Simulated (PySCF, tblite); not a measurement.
# C2H14NPSi4: geometry, infrared bands and NMR shifts

Aim: predict the infrared bands and NMR shifts of C2H14NPSi4 (`CC[Si@]1(N)[SiH2][Si@@H](P)[SiH2]1`).

Programs: tblite 0.8.0 and PySCF 2.14.0, with density-fitted response routines of our own. Each step states its level of theory. These are calculated values for one molecule in the gas phase, unless marked as measured. Atoms are numbered from 0 throughout.

### Step 1. The starting structure

22 atoms, charge 0, multiplicity 1; geometry from: force field or distance geometry start.

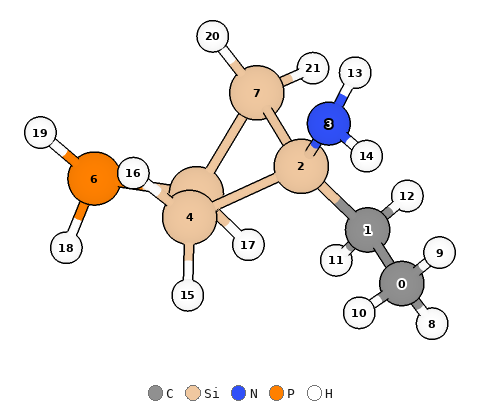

As it starts; carbon grey, silicon light orange, nitrogen blue, phosphorus orange, hydrogen white, atoms numbered.

### Step 2. Relaxing the molecule with GFN2-xTB

What the job is given:

```
{"job": {"kind": "relax", "xc": "GFN2-xTB", "basis": "xTB"}, "charge": 0, "multiplicity": 1}
C     -2.627200     1.316200     0.499300
C     -1.574700     0.830100    -0.441400
Si    -0.718000    -0.728300     0.124400
N     -1.722500    -2.044500     0.682300
Si     1.038900    -0.178000     1.403300
Si     1.900600     0.513400    -0.561500
P      4.050900     0.530600    -0.745400
Si     0.819000    -1.236500    -1.431900
H     -2.924300     2.331200     0.132000
H     -3.476900     0.596000     0.459500
H     -2.219200     1.405600     1.523100
H     -0.782800     1.607400    -0.538200
H     -1.940700     0.644500    -1.460400
H     -2.013200    -2.725100    -0.068300
H     -2.630400    -1.696600     1.105300
H      0.786600     0.886900     2.378100
H      1.753300    -1.340700     1.963400
H      1.211600     1.735800    -0.967900
H      4.595000     1.786900    -0.287900
H      4.752200    -0.630700    -0.257700
H      1.376200    -2.540400    -1.112500
H      0.335200    -1.044600    -2.799300
```

Command:

```bash
$ OMP_NUM_THREADS=1 python probes_run.py task.json out
```

This one command runs all jobs of the session in turn.

Output:

```text
step      E/eV     max force
  0    -643.02025    2.605
  1    -643.51054    2.266
  2    -643.91506    1.936
  3    -644.26776    1.529
  4    -644.58292    1.029
  5    -644.67200    0.655
  6    -644.77495    0.549
  7    -644.82151    0.621
  8    -644.88416    0.473
  9    -644.91952    0.356
 10    -644.94732    0.313
 11    -644.96876    0.362
 12    -644.99327    0.318
 13    -645.00713    0.195
 14    -645.01404    0.168
 15    -645.01909    0.190
 16    -645.02391    0.176
 17    -645.02847    0.151
 18    -645.03237    0.141
 19    -645.03551    0.148
 20    -645.03842    0.173
 21    -645.04158    0.175
 22    -645.04480    0.201
 23    -645.04789    0.179
 24    -645.05122    0.164
 25    -645.05550    0.258
 26    -645.06116    0.299
 27    -645.06787    0.250
 28    -645.07464    0.216
 29    -645.08116    0.186
 30    -645.08774    0.188
 31    -645.09414    0.200
 32    -645.09960    0.162
 33    -645.10366    0.140
 34    -645.10710    0.157
 35    -645.11154    0.231
 36    -645.11757    0.252
 37    -645.12400    0.196
 38    -645.12954    0.179
 39    -645.13437    0.184
 40    -645.13920    0.224
 41    -645.14460    0.273
 42    -645.15155    0.230
 43    -645.16012    0.237
 44    -645.16521    0.176
 45    -645.17037    0.156
 46    -645.17603    0.158
 47    -645.18148    0.254
 48    -645.18850    0.282
 49    -645.19471    0.242
 50    -645.20644    0.267
 51    -645.21330    0.254
 52    -645.22310    0.663
 53    -645.23075    0.339
 54    -645.23729    0.233
 55    -645.24595    0.301
 56    -645.25212    0.256
 57    -645.26133    0.261
 58    -645.26596    0.167
 59    -645.26840    0.212
 60    -645.27027    0.117
 61    -645.27250    0.131
 62    -645.27514    0.131
 63    -645.27857    0.132
 64    -645.28268    0.149
 65    -645.28626    0.159
 66    -645.28877    0.150
 67    -645.29097    0.221
 68    -645.29389    0.174
 69    -645.29794    0.158
 70    -645.30338    0.170
 71    -645.30641    0.210
 72    -645.31045    0.220
 73    -645.31330    0.170
 74    -645.31552    0.117
 75    -645.31738    0.115
 76    -645.31896    0.125
 77    -645.32019    0.077
 78    -645.32150    0.103
 79    -645.32347    0.112
 80    -645.32551    0.116
 81    -645.32756    0.115
 82    -645.32882    0.158
 83    -645.32985    0.064
 84    -645.33061    0.058
 85    -645.33167    0.069
 86    -645.33280    0.085
 87    -645.33438    0.078
 88    -645.33558    0.075
 89    -645.33671    0.073
 90    -645.33796    0.081
 91    -645.33928    0.083
 92    -645.34038    0.077
 93    -645.34119    0.060
 94    -645.34191    0.070
 95    -645.34277    0.067
 96    -645.34405    0.077
 97    -645.34557    0.084
 98    -645.34699    0.109
 99    -645.34874    0.126
100    -645.35087    0.130
101    -645.35318    0.097
102    -645.35517    0.102
103    -645.35584    0.091
104    -645.35648    0.070
105    -645.35730    0.064
106    -645.35804    0.048
107    -645.35897    0.098
108    -645.36000    0.071
109    -645.36135    0.065
110    -645.36247    0.079
111    -645.36333    0.074
112    -645.36411    0.073
113    -645.36482    0.067
114    -645.36579    0.049
115    -645.36626    0.055
116    -645.36705    0.068
117    -645.36758    0.050
118    -645.36819    0.053
119    -645.36885    0.051
120    -645.36962    0.055
121    -645.37039    0.074
122    -645.37104    0.057
123    -645.37155    0.060
124    -645.37193    0.057
125    -645.37241    0.054
126    -645.37288    0.062
127    -645.37337    0.046
128    -645.37378    0.033
129    -645.37406    0.031
130    -645.37420    0.021
131    -645.37433    0.024
132    -645.37444    0.025
133    -645.37456    0.022
134    -645.37468    0.027
135    -645.37482    0.025
136    -645.37496    0.022
137    -645.37508    0.026
138    -645.37519    0.025
139    -645.37529    0.021
140    -645.37539    0.023
141    -645.37551    0.031
142    -645.37564    0.023
143    -645.37576    0.022
144    -645.37585    0.021
145    -645.37593    0.021
146    -645.37600    0.018
147    -645.37605    0.013
148    -645.37609    0.015
149    -645.37613    0.016
150    -645.37619    0.016
151    -645.37626    0.015
152    -645.37633    0.016
153    -645.37638    0.016
154    -645.37644    0.018
155    -645.37651    0.022
156    -645.37658    0.021
157    -645.37663    0.013
158    -645.37666    0.012
159    -645.37669    0.013
160    -645.37673    0.017
161    -645.37676    0.014
162    -645.37679    0.012
163    -645.37681    0.012
164    -645.37683    0.015
165    -645.37686    0.018
166    -645.37689    0.014
167    -645.37692    0.012
168    -645.37693    0.008
```

It took 4.6 s on 1 thread of Arm Neoverse N1, shared host.

The steps of the relaxation: (not every step is listed)

| step | energy from step 0 (eV) | largest force (eV/Å) |
| --- | --- | --- |
| 0 | 0.0000 | 2.6048 |
| 1 | -0.4903 | 2.2657 |
| 2 | -0.8948 | 1.9361 |
| 3 | -1.2475 | 1.5290 |
| 4 | -1.5627 | 1.0288 |
| 5 | -1.6517 | 0.6552 |
| 6 | -1.7547 | 0.5491 |
| 7 | -1.8013 | 0.6208 |
| 8 | -1.8639 | 0.4726 |
| 23 | -2.0276 | 0.1795 |
| 38 | -2.1093 | 0.1787 |
| 53 | -2.2105 | 0.3390 |
| 68 | -2.2736 | 0.1737 |
| 83 | -2.3096 | 0.0639 |
| 98 | -2.3267 | 0.1089 |
| 113 | -2.3446 | 0.0667 |
| 128 | -2.3535 | 0.0329 |
| 143 | -2.3555 | 0.0219 |
| 158 | -2.3564 | 0.0122 |
| 163 | -2.3566 | 0.0116 |
| 164 | -2.3566 | 0.0152 |
| 165 | -2.3566 | 0.0179 |
| 166 | -2.3566 | 0.0136 |
| 167 | -2.3567 | 0.0122 |
| 168 | -2.3567 | 0.0081 |

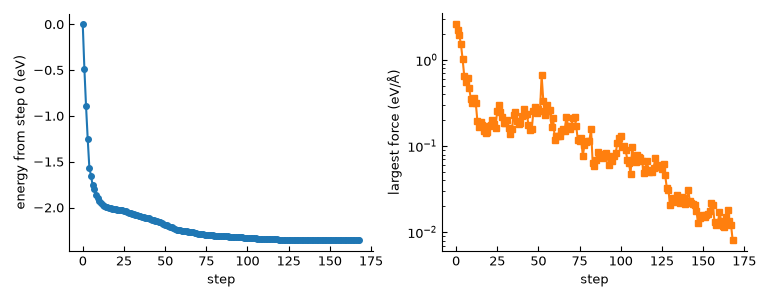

Energy and largest force along the relaxation.

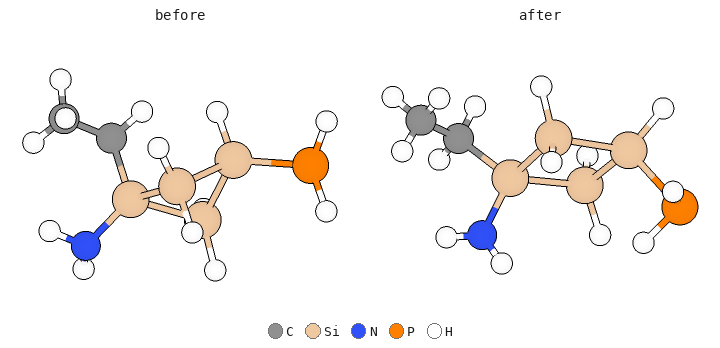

Before and after, at one scale.

Close pairs (by a distance rule), those that changed most:

```
   bond  before (Å)  after (Å)  change (Å)
Si2–Si4       2.242      2.395      +0.154
Si5–Si7       2.234      2.372      +0.138
Si4–Si5       2.254      2.384      +0.130
Si2–Si7       2.246      2.371      +0.125
 Si5–P6       2.158      2.248      +0.090
 P6–H18       1.443      1.379      -0.065
 P6–H19       1.442      1.381      -0.060
 N3–H14       1.060      1.008      -0.053
```

The end geometry stands in the next job.

### Step 3. Harmonic vibrations with GFN2-xTB

What the job is given:

```
{"job": {"kind": "ir", "xc": "GFN2-xTB", "basis": "xTB"}, "charge": 0, "multiplicity": 1}
C     -2.911585     1.041694     0.830483
C     -2.264174     0.537896    -0.453327
Si    -0.613887    -0.387755    -0.168539
N     -1.118339    -1.945089     0.402312
Si     0.995585     0.877147     1.075647
Si     2.510704     0.590929    -0.742403
P      4.232907    -0.782534    -0.293516
Si     0.865315    -0.549178    -2.014594
H     -3.832094     1.583563     0.617149
H     -3.156002     0.213634     1.492368
H     -2.238584     1.711091     1.362460
H     -2.080562     1.387793    -1.111454
H     -2.965317    -0.113039    -0.976380
H     -0.429969    -2.644453     0.626517
H     -1.914190    -2.038149     1.013531
H      0.681633     2.269587     1.432208
H      1.437651     0.329276     2.371970
H      3.227908     1.754553    -1.299841
H      4.462501    -0.295479     0.975885
H      3.427846    -1.794722     0.192147
H      1.216449    -1.888982    -2.501432
H      0.455795     0.161602    -3.232826
```

Output:

```text
mode    cm-1     km/mol
  1      22.0      0.99
  2      50.9      0.10
  3      64.1      1.47
  4      83.2      0.83
  5      97.4     10.03
  6     101.6      0.96
  7     127.1      8.31
  8     139.6      2.65
  9     157.0      0.69
 10     196.8     11.89
 11     216.0     11.08
 12     244.6      2.93
 13     271.1      4.90
 14     288.6      0.44
 15     317.4     14.35
 16     332.5     11.58
 17     345.9      7.56
 18     361.9      3.50
 19     385.6      5.79
 20     428.8     14.35
 21     443.5     34.86
 22     453.0     26.77
 23     476.4    248.47
 24     498.5     15.58
 25     533.0     29.03
 26     578.9    245.32
 27     611.9    338.11
 28     667.9      8.93
 29     677.7     15.41
 30     716.6     14.79
 31     734.6     52.67
 32     786.4     93.35
 33     813.6    474.09
 34     837.7     53.10
 35     869.2    107.09
 36     977.8     14.40
 37    1017.3      9.62
 38    1074.3     16.34
 39    1171.4     13.23
 40    1246.0      3.07
 41    1290.2      0.80
 42    1418.8      1.53
 43    1488.3      2.87
 44    1509.5      2.08
 45    1512.8      8.86
 46    1518.4     50.48
 47    2097.8    182.15
 48    2129.5    314.81
 49    2163.4    188.43
 50    2179.4    480.61
 51    2190.2    168.22
 52    2302.6    181.88
 53    2402.9    128.46
 54    2975.0     36.42
 55    2988.0     23.03
 56    3009.0     64.41
 57    3023.1     53.95
 58    3030.2     19.37
 59    3461.4      5.17
 60    3504.2      2.70
```

Wall time 2.9 s (1 thread of Arm Neoverse N1, shared host).

The strongest bands and the atoms that carry them (share of the mass-weighted mode):

```csv
cm⁻¹,km/mol,atoms
476,248.5,"H13 22 %, H17 21 %, N3 11 %, H14 11 %"
579,245.3,"H17 62 %, H19 22 %"
612,338.1,"H16 20 %, H21 19 %, H20 19 %, H15 18 %"
814,474.1,"H20 35 %, H21 35 %, H16 12 %, H15 11 %"
2098,182.2,H17 93 %
2130,314.8,H16 87 %
2163,188.4,H15 89 %
2179,480.6,"H21 71 %, H20 23 %"
```

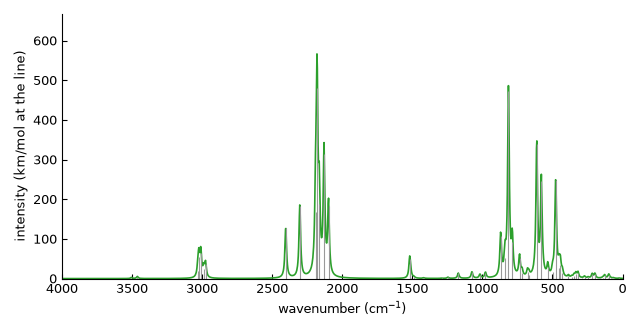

The infrared spectrum from these modes, unscaled. Lines are broadened to a width of 14 cm⁻¹ (Lorentzian).

### Step 4. NMR shieldings: PBE0/pcSseg-1

The job, as its differences from that of step 3:

```diff
@@ -1,2 +1,2 @@
-{"job": {"kind": "ir", "xc": "GFN2-xTB", "basis": "xTB"}, "charge": 0, "multiplicity": 1}
+{"job": {"kind": "nmr", "xc": "PBE0", "basis": "pcSseg-1"}, "charge": 0, "multiplicity": 1}
 C     -2.911585     1.041694     0.830483
```

Method: GIAO PBE0/pcSseg-1 NMR shielding, non-relativistic, gas phase.

Output:

```text
coarse grid: 20040 points
cycle   1  E = -1637.7854503125  dE =  3.670e-01  |g| = 5.235e-01  |ddm| = 4.306e+00
cycle   2  E = -1637.7326067788  dE =  5.284e-02  |g| = 7.025e-01  |ddm| = 1.200e+00
cycle   3  E = -1637.8499498151  dE = -1.173e-01  |g| = 6.638e-02  |ddm| = 8.178e-01
cycle   4  E = -1637.8509553766  dE = -1.006e-03  |g| = 2.969e-02  |ddm| = 1.233e-01
cycle   5  E = -1637.8511754044  dE = -2.200e-04  |g| = 6.712e-03  |ddm| = 3.812e-02
cycle   6  E = -1637.8511862270  dE = -1.082e-05  |g| = 2.193e-03  |ddm| = 1.004e-02
cycle   7  E = -1637.8511873706  dE = -1.144e-06  |g| = 3.828e-04  |ddm| = 3.034e-03
final grid: 168248 points
cycle   8  E = -1637.8918832527  dE = -2.959e-05  |g| = 8.490e-03  |ddm| = 2.708e-02
cycle   9  E = -1637.8918715457  dE =  1.171e-05  |g| = 1.097e-02  |ddm| = 1.881e-02
cycle  10  E = -1637.8918997213  dE = -2.818e-05  |g| = 8.414e-04  |ddm| = 1.120e-02
cycle  11  E = -1637.8918998573  dE = -1.360e-07  |g| = 2.892e-04  |ddm| = 1.242e-03
cycle  12  E = -1637.8918998788  dE = -2.156e-08  |g| = 4.610e-05  |ddm| = 3.898e-04
cycle  13  E = -1637.8918998793  dE = -4.788e-10  |g| = 2.209e-05  |ddm| = 9.077e-05
converged SCF energy = -1637.8918998793

GIAO shielding tensors (ppm)
atom      isotropic    diamagn.    paramagn.     s11        s22        s33       span
  0 C      175.049     246.536     -71.487    164.000    174.524    186.624     22.624
  1 C      173.147     253.616     -80.469    166.906    174.374    178.161     11.255
  2 Si     333.237     880.102    -546.864    291.885    344.510    363.317     71.433
  3 N      249.349     318.099     -68.750    224.391    241.149    282.507     58.116
  4 Si     421.862     882.538    -460.677    349.403    416.673    499.509    150.106
  5 Si     443.612     882.507    -438.895    409.337    442.866    478.632     69.295
  6 P      606.814     967.617    -360.803    537.889    593.056    689.496    151.607
  7 Si     423.826     881.818    -457.993    356.927    420.368    494.181    137.253
  8 H       30.173      27.168       3.005     24.831     27.253     38.436     13.605
  9 H       30.798      30.143       0.655     25.850     30.017     36.527     10.677
 10 H       30.647      30.656      -0.008     25.418     30.492     36.031     10.613
 11 H       30.854      32.901      -2.047     25.905     29.864     36.792     10.887
 12 H       30.702      31.369      -0.667     26.177     29.134     36.794     10.617
 13 H       31.615      32.412      -0.798     23.100     29.644     42.100     19.000
 14 H       31.255      31.955      -0.699     22.936     28.627     42.204     19.268
 15 H       27.364      31.170      -3.806     23.565     26.156     32.370      8.804
 16 H       27.811      31.401      -3.591     24.266     26.270     32.896      8.630
 17 H       27.415      30.509      -3.093     23.212     25.513     33.521     10.308
 18 H       30.403      31.013      -0.609     24.430     27.894     38.886     14.456
 19 H       30.571      32.202      -1.631     25.350     29.519     36.843     11.493
 20 H       27.659      30.443      -2.785     23.997     25.807     33.171      9.174
 21 H       27.472      30.465      -2.993     23.805     25.642     32.970      9.165
```

Wall time 2.2 min (1 thread of Arm Neoverse N1, shared host); peak memory 1.1 GiB.

The references, computed at this level on geometries of the same kind, shield at (ppm): 1H TMS 31.72, 13C TMS 186.9, 29Si TMS 349.2, 15N NH3 267.7, 31P H3PO4 318.4. Their shielding less the atom's gives the shift. The references are single molecules in the gas phase, so shifts against H2O, NH3, PH3, H3PO4 or CFCl3 are not on the usual liquid scales and can be off by tens of ppm. Atoms listed in one row are averaged.

| atoms | environment | σ (ppm) | δ (ppm) | δ scaled to CDCl3 |
| --- | --- | --- | --- | --- |
| C1 | sp3 CH2 bonded to Si | 173.1 | 13.8 | 11.5 |
| C0 | methyl carbon | 175.0 | 11.9 | 9.7 |
| H17 | hydrogen on a silicon bonded to P, 2 Si, in a 4-membered ring | 27.42 | 4.30 | – |
| H15, H21 | hydrogen on a silicon bonded to 2 Si, in a 4-membered ring | 27.42 | 4.30 | – |
| H16, H20 | hydrogen on a silicon bonded to 2 Si, in a 4-membered ring | 27.73 | 3.98 | – |
| H18, H19 | hydrogen on a phosphorus bonded to Si | 30.49 | 1.23 | – |
| H8, H9, H10 | hydrogen on a methyl carbon | 30.54 | 1.18 | 1.22 |
| H11, H12 | hydrogen on an sp3 CH2 bonded to Si | 30.78 | 0.94 | 0.99 |
| H13, H14 | hydrogen on a nitrogen bonded to Si | 31.44 | 0.28 | – |
| Si2 | silicon bonded to C, N, 2 Si, in a 4-membered ring | 333.2 | 15.9 | – |
| Si4, Si7 | silicon bonded to 2 Si, 2 H, in a 4-membered ring | 422.8 | -73.7 | – |
| Si5 | silicon bonded to P, 2 Si, H, in a 4-membered ring | 443.6 | -94.5 | – |
| N3 | nitrogen bonded to Si, 2 H | 249.3 | 18.4 | – |
| P6 | phosphorus bonded to Si, 2 H | 606.8 | -288.4 | – |

The scaled column applies a straight-line fit of computed shieldings to shifts measured in CDCl3 (root-mean-square error 0.16 ppm for H, 1.9 ppm for C).

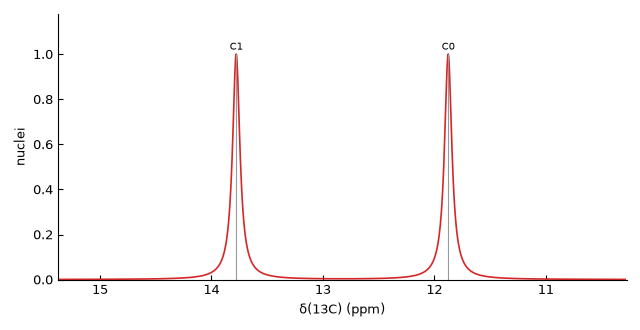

13C lines at the computed shifts, without couplings. Lines are broadened to a width of 0.08 ppm (Lorentzian).

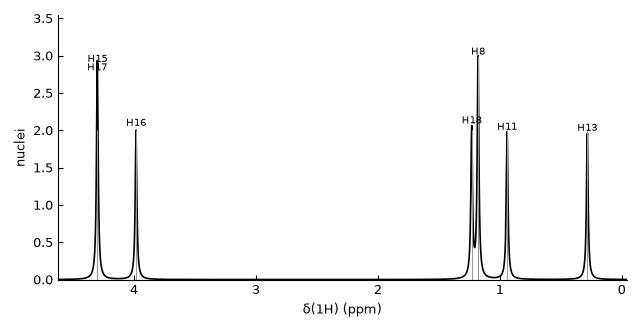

1H lines at the computed shifts, without couplings. Lines are broadened to a width of 0.02 ppm (Lorentzian).

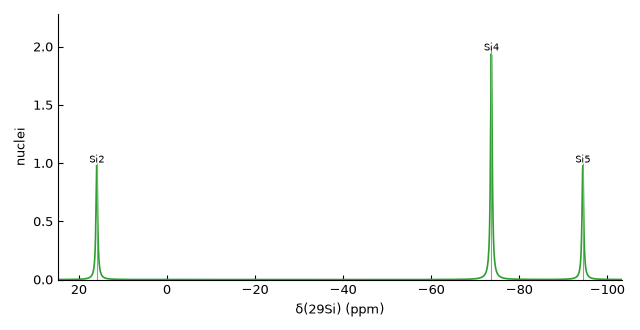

29Si lines at the computed shifts, without couplings. Lines are broadened to a width of 0.44 ppm (Lorentzian).

The run also stored atomic charges by several schemes (e):

| atoms | Mulliken | IAO | Hirshfeld | ESP fit |
| --- | --- | --- | --- | --- |
| C0 | -0.29 | -0.41 | -0.12 | -0.19 |
| C1 | -0.55 | -0.52 | -0.16 | -0.01 |
| Si2 | 0.43 | 0.67 | 0.26 | 0.51 |
| N3 | -0.62 | -0.82 | -0.32 | -1.06 |
| Si4, Si7 | 0.12 | 0.10 | 0.12 | -0.11 |
| Si5 | -0.15 | 0.13 | 0.11 | 0.26 |
| P6 | -0.14 | -0.06 | -0.03 | -0.37 |

ESP fit charges:

C0 -0.19; C1 -0.01; Si2 0.51; N3 -1.06; Si4 -0.16; Si5 0.26; P6 -0.37; Si7 -0.06; H8 0.05; H9 0.05; H10 0.05; H11 0.00; H12 0.03; H13 0.40; H14 0.40; H15 -0.01; H16 -0.02; H17 -0.06; H18 0.14; H19 0.11; H20 0.01; H21 -0.05

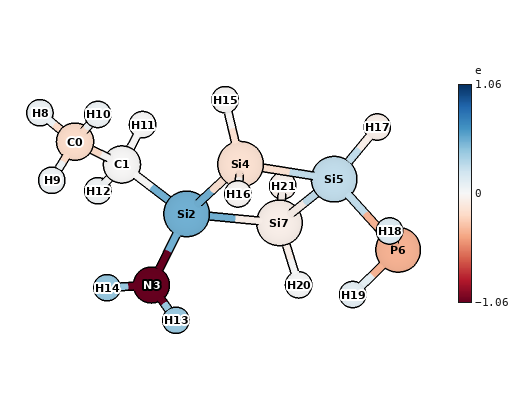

ESP fit charges, as colours on the atoms.

Mayer bond orders: C0–C1 1.05, C1–Si2 0.89, Si2–N3 1.01, Si2–Si4 0.79, Si4–Si5 0.82, Si5–P6 0.96, Si5–Si7 0.84, Si7–Si2 0.82.

Ring of atoms Si2, Si4, Si5, Si7: NICS(0) 1.5, NICS(1) -1.0, NICS(1)zz 5.1 ppm (means of both faces).

### Step 5. What came out

| quantity | value |
| --- | --- |
| strongest single infrared mode (GFN2-xTB) | 2179 cm⁻¹, 481 km/mol |
| zero-point energy (GFN2-xTB) | 93.8 kcal/mol |
| 13C shifts against TMS (PBE0/pcSseg-1) | 13.8, 11.9 ppm |
| 1H shifts against TMS (PBE0/pcSseg-1, means over atoms taken as alike) | 4.30, 4.30, 3.98, 1.23, 1.18, 0.94, 0.28 ppm |
| 29Si shifts against TMS (PBE0/pcSseg-1, means over atoms taken as alike) | 15.9, -73.7, -94.5 ppm |
| 15N shifts against NH3 (PBE0/pcSseg-1) | 18.4 ppm |
| 31P shifts against H3PO4 (PBE0/pcSseg-1) | -288.4 ppm |

**Reading.** The optimisation took 168 steps and gained 2.357 eV; among the close pairs (by a distance rule), Si2–Si4 changed most, from 2.242 to 2.395 Å. All 60 modes are real, so the xTB geometry is a minimum. The strongest single mode, at 2179 cm⁻¹, moves mainly H21. GFN2-xTB is a fitted tight-binding method: band positions and strengths are rough. Its intensities can rank the bands wrongly.
